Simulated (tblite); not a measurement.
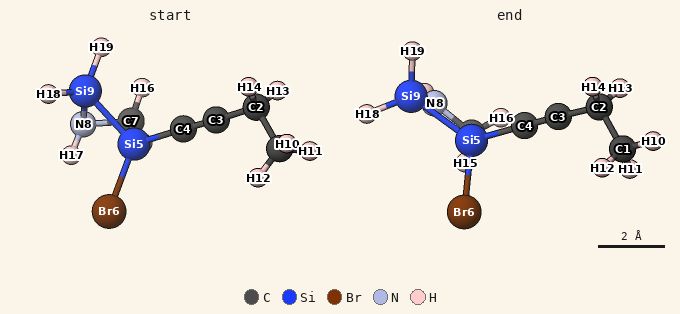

The structure of C5H10BrNSi2 before (left) and after (right) a relaxation, at one scale.

The picture is a ball-and-stick view, seen at a tilt.

These are results of GFN2-xTB geometry optimisation, gas phase in tblite 0.8.0, not measurements. 

Q: Summarise the run.

A: After 134 geometry steps the energy has fallen by 56.2 kcal/mol. H17 moves most after the best rigid fit: 2.28 Å. Largest moves by element: H 2.28 Å, N 0.73 Å, Br 0.69 Å, Si 0.46 Å, C 0.37 Å. Among the contacts that change: C7–Si9 2.306 → 2.641 Å, Si5–Si9 2.209 → 2.324 Å, Si5–C7 1.839 → 1.928 Å, N8–Si9 1.778 → 1.716 Å. Among the angles between lasting bonds that change: C7–N8–Si9 89.9° → 112.3°, Si9–N8–H17 113.4° → 130.0°, C4–Si5–Si9 113.6° → 128.9°. Groups turn about C1–C2 by about 50°, Si5–Si9 by about 45°.
